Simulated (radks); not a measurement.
# The Coulomb parameter U of the 5d shell of Ta⁺

Aim: U as the second difference [E(n + 0.25) + E(n − 0.25) − 2E(n)]/0.25², with all orbitals relaxed. Bare: the atom's charge changes with n. Screened: the 6p shell takes up the change. The start is a model configuration, not necessarily the ground state.

Program: radks (a radial shooting solver on a logarithmic mesh, Libxc functionals) version 1. Level of theory: Dirac Kohn-Sham, PBE, spin-unpolarised, spherical densities, point nucleus; open shells are shared between the two j in proportion to 2j + 1. These are calculated values, not measurements, unless marked.

**1. The system**

```
element       : tantalum (Z = 73)
charge        : +1
electrons     : 72
configuration : [Xe] 4f14 5d2 6s1 6p1
```

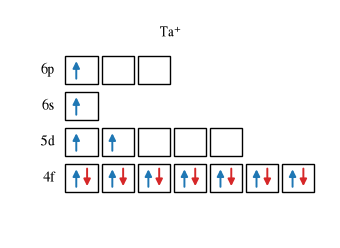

Outer shells as boxes.

In the logs a row gives level, spin channel, occupation and eigenvalue; Etot, Ekin, Encl (electron-nucleus), Eh (Hartree) and Exc are energies, all in hartree; err is the last residual, it the number of iterations.

**2. Start: [Xe] 4f14 5d2 6s1 6p1**

The run's settings:

```text
Z 73
configuration [Xe] 4f14 5d2 6s1 6p1
relativity Dirac
functional pbe,pbe
spin unpolarised
j_filling average
nucleus point
c 137.035999084
```

What it wrote:

```text
1s1/2   1   2.0000       -2472.88869378
2s1/2   1   2.0000        -424.92099883
2p1/2   1   2.0000        -406.06537195
2p3/2   1   4.0000        -359.38210241
3s1/2   1   2.0000         -97.65391873
3p1/2   1   2.0000         -89.28496171
3p3/2   1   4.0000         -79.23456903
3d3/2   1   4.0000         -65.12590191
3d5/2   1   6.0000         -62.93711475
4s1/2   1   2.0000         -20.23844550
4p1/2   1   2.0000         -16.78991500
4p3/2   1   4.0000         -14.47620352
4d3/2   1   4.0000          -8.81564570
4d5/2   1   6.0000          -8.39070323
4f5/2   1   6.0000          -1.35920315
4f7/2   1   8.0000          -1.28630994
5s1/2   1   2.0000          -3.08824778
5p1/2   1   2.0000          -2.08640455
5p3/2   1   4.0000          -1.76057099
5d3/2   1   0.8000          -0.50454075
5d5/2   1   1.2000          -0.47799256
6s1/2   1   1.0000          -0.49123862
6p1/2   1   0.3333          -0.31144039
6p3/2   1   0.6667          -0.28061586
Etot -15625.41565639121
Ekin 17544.980750711948
Encl -38947.132998613306
Eh 6093.720423517258
Exc -316.9838320071081
err 3.7105893387140353e-09
it 16
```

The top filled level is 6p3/2, -7.636 eV.

From the orbitals of this run (lengths in bohr):

| level | occupation | energy (eV) | <r> | outermost maximum (interpolated) | 90 % within | nodes |
| --- | --- | --- | --- | --- | --- | --- |
| 5p3/2 | 4 | -47.908 | 1.316 | 1.15 | 1.92 | 3 |
| 4f5/2 | 6 | -36.986 | 0.6328 | 0.439 | 1.06 | 0 |
| 4f7/2 | 8 | -35.002 | 0.6435 | 0.444 | 1.08 | 0 |
| 5d3/2 | 0.8 | -13.729 | 1.947 | 1.50 | 3.05 | 2 |
| 6s1/2 | 1 | -13.367 | 2.959 | 2.60 | 4.29 | 5 |
| 5d5/2 | 1.2 | -13.007 | 2.011 | 1.55 | 3.15 | 2 |
| 6p1/2 | 0.333333 | -8.475 | 3.626 | 3.14 | 5.31 | 4 |
| 6p3/2 | 0.666667 | -7.636 | 3.900 | 3.39 | 5.70 | 4 |

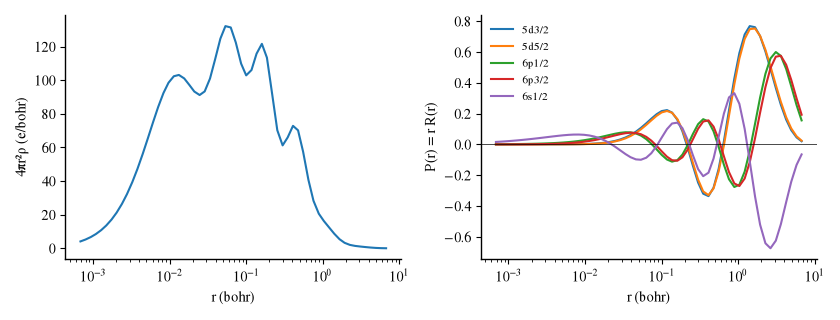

Radial density (left) and radial functions of outer levels (right).

**3. Bare +0.25: [Xe] 4f14 5d2.25 6s1 6p1**

The run's settings:

```text
Z 73
configuration [Xe] 4f14 5d2.25 6s1 6p1
relativity Dirac
functional pbe,pbe
spin unpolarised
j_filling average
nucleus point
c 137.035999084
```

What it wrote:

```text
1s1/2   1   2.0000       -2472.79100986
2s1/2   1   2.0000        -424.82254367
2p1/2   1   2.0000        -405.96695738
2p3/2   1   4.0000        -359.28365160
3s1/2   1   2.0000         -97.55602553
3p1/2   1   2.0000         -89.18704441
3p3/2   1   4.0000         -79.13668199
3d3/2   1   4.0000         -65.02787408
3d5/2   1   6.0000         -62.83910389
4s1/2   1   2.0000         -20.14055584
4p1/2   1   2.0000         -16.69200706
4p3/2   1   4.0000         -14.37824427
4d3/2   1   4.0000          -8.71762196
4d5/2   1   6.0000          -8.29266088
4f5/2   1   6.0000          -1.26131248
4f7/2   1   8.0000          -1.18844011
5s1/2   1   2.0000          -2.99109482
5p1/2   1   2.0000          -1.99053130
5p3/2   1   4.0000          -1.66595288
5d3/2   1   0.9000          -0.41974022
5d5/2   1   1.3500          -0.39422249
6s1/2   1   1.0000          -0.42217324
6p1/2   1   0.3333          -0.25099434
6p3/2   1   0.6667          -0.22331563
Etot -15625.527202564637
Ekin 17545.062851936942
Encl -38954.221533297576
Eh 6100.697791737127
Exc -317.06631294112884
err 1.251513982317592e-08
it 14
```

E − E(step 2, start: [Xe] 4f14 5d2 6s1 6p1) = -3.035 eV. The top filled level is 6p3/2, -6.077 eV.

**4. Bare -0.25: [Xe] 4f14 5d1.75 6s1 6p1**

The run's settings:

```text
Z 73
configuration [Xe] 4f14 5d1.75 6s1 6p1
relativity Dirac
functional pbe,pbe
spin unpolarised
j_filling average
nucleus point
c 137.035999084
```

What it wrote:

```text
1s1/2   1   2.0000       -2472.99124239
2s1/2   1   2.0000        -425.02435414
2p1/2   1   2.0000        -406.16869130
2p3/2   1   4.0000        -359.48545650
3s1/2   1   2.0000         -97.75659995
3p1/2   1   2.0000         -89.38767279
3p3/2   1   4.0000         -79.33724304
3d3/2   1   4.0000         -65.22873815
3d5/2   1   6.0000         -63.03993081
4s1/2   1   2.0000         -20.34109885
4p1/2   1   2.0000         -16.89258825
4p3/2   1   4.0000         -14.57893126
4d3/2   1   4.0000          -8.91844109
4d5/2   1   6.0000          -8.49351784
4f5/2   1   6.0000          -1.46182248
4f7/2   1   8.0000          -1.38890468
5s1/2   1   2.0000          -3.18992369
5p1/2   1   2.0000          -2.18665645
5p3/2   1   4.0000          -1.85943528
5d3/2   1   0.7000          -0.59320800
5d5/2   1   1.0500          -0.56561757
6s1/2   1   1.0000          -0.56311294
6p1/2   1   0.3333          -0.37481569
6p3/2   1   0.6667          -0.34083063
Etot -15625.282575193283
Ekin 17544.878761760316
Encl -38939.692220940175
Eh 6086.427432372075
Exc -316.8965483854986
err 2.147259118448977e-09
it 17
```

Energy against step 2 (start: [Xe] 4f14 5d2 6s1 6p1): +3.621 eV. The top filled level is 6p3/2, -9.274 eV.

**5. Screened +0.25: [Xe] 4f14 5d2.25 6s1 6p0.75**

The run's settings:

```text
Z 73
configuration [Xe] 4f14 5d2.25 6s1 6p0.75
relativity Dirac
functional pbe,pbe
spin unpolarised
j_filling average
nucleus point
c 137.035999084
```

What it wrote:

```text
1s1/2   1   2.0000       -2472.85108412
2s1/2   1   2.0000        -424.88233742
2p1/2   1   2.0000        -406.02679456
2p3/2   1   4.0000        -359.34346282
3s1/2   1   2.0000         -97.61572811
3p1/2   1   2.0000         -89.24675401
3p3/2   1   4.0000         -79.19638571
3d3/2   1   4.0000         -65.08757430
3d5/2   1   6.0000         -62.89880226
4s1/2   1   2.0000         -20.20023609
4p1/2   1   2.0000         -16.75168728
4p3/2   1   4.0000         -14.43792250
4d3/2   1   4.0000          -8.77729021
4d5/2   1   6.0000          -8.35232703
4f5/2   1   6.0000          -1.32094014
4f7/2   1   8.0000          -1.24806544
5s1/2   1   2.0000          -3.05058834
5p1/2   1   2.0000          -2.05004400
5p3/2   1   4.0000          -1.72547104
5d3/2   1   0.9000          -0.47786286
5d5/2   1   1.3500          -0.45209016
6s1/2   1   1.0000          -0.47531116
6p1/2   1   0.2500          -0.29926308
6p3/2   1   0.5000          -0.26967638
Etot -15625.463221364227
Ekin 17545.000146952254
Encl -38949.83812498624
Eh 6096.403012160215
Exc -317.0282554904529
err 3.4003159961879477e-09
it 16
```

Energy against step 2 (start: [Xe] 4f14 5d2 6s1 6p1): -1.294 eV. Highest occupied level: 6p3/2 at -7.338 eV.

**6. Screened -0.25: [Xe] 4f14 5d1.75 6s1 6p1.25**

The run's settings:

```text
Z 73
configuration [Xe] 4f14 5d1.75 6s1 6p1.25
relativity Dirac
functional pbe,pbe
spin unpolarised
j_filling average
nucleus point
c 137.035999084
```

What it wrote:

```text
1s1/2   1   2.0000       -2472.92690650
2s1/2   1   2.0000        -424.96032183
2p1/2   1   2.0000        -406.10460840
2p3/2   1   4.0000        -359.42140346
3s1/2   1   2.0000         -97.69271467
3p1/2   1   2.0000         -89.32377733
3p3/2   1   4.0000         -79.27335691
3d3/2   1   4.0000         -65.16484748
3d5/2   1   6.0000         -62.97604348
4s1/2   1   2.0000         -20.27724703
4p1/2   1   2.0000         -16.82873578
4p3/2   1   4.0000         -14.51507947
4d3/2   1   4.0000          -8.85459898
4d5/2   1   6.0000          -8.42967769
4f5/2   1   6.0000          -1.39804122
4f7/2   1   8.0000          -1.32512757
5s1/2   1   2.0000          -3.12636217
5p1/2   1   2.0000          -2.12314069
5p3/2   1   4.0000          -1.79597733
5d3/2   1   0.7000          -0.53142606
5d5/2   1   1.0500          -0.50409727
6s1/2   1   1.0000          -0.50702480
6p1/2   1   0.4167          -0.32346629
6p3/2   1   0.8333          -0.29138734
Etot -15625.364330201844
Ekin 17544.958943805825
Encl -38944.386193940896
Eh 6091.002323289962
Exc -316.9394033567359
err 4.428539182148245e-09
it 16
```

Energy against step 2 (start: [Xe] 4f14 5d2 6s1 6p1): +1.397 eV. The top filled level is 6p3/2, -7.929 eV.

**7. All runs together**

| quantity | value (eV) |
| --- | --- |
| U, bare | 9.376 |
| U, screened by 6p | 1.638 |
| F0(5d,5d), frozen orbitals | 12.291 |

In words: Relaxing the orbitals brings U down to 76 % of the Slater integral F0. Letting 6p compensate leaves 17 % of the bare value; this second difference measures U(5d,5d) + U(6p,6p) − 2U(5d,6p). A solid screens further than the bare atom, so the bare value is an upper guide for the U of a crystal.
